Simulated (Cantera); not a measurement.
Input: 1 mol CH₃SiCl₃, 0.48 mol CH₄, 1.4 mol H₂, 3.2 mol HCl, equilibrated at 0.620 bar.

Equilibrium computed with Cantera from the NASA thermochemical tables; the gas is ideal and each condensed phase is pure. Candidate condensed phases: C, C₆H₆, C₇H₈, C₈H₁₈, Si, SiC; 109 gas species. The feed counts by its element totals alone. The tables' values for SiCl₃, SiCl are old estimates; treat these amounts as uncertain. Gases not in the tables: Si₂H₆ and higher silanes. Rates play no part.

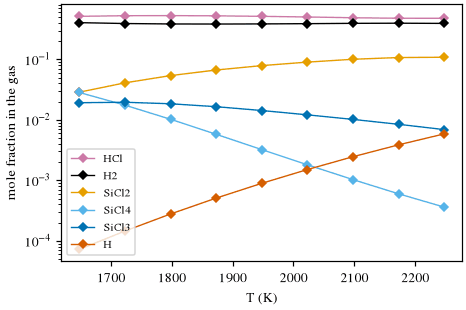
*Equilibrium gas composition (values under 1e-9 drawn at 1e-9)*

From 1648 K to 2098 K the condensed part is C(graphite) + SiC(s). From 2173 K to 2248 K the condensed part is C(graphite). The main Si-bearing gas is SiCl₂ throughout.
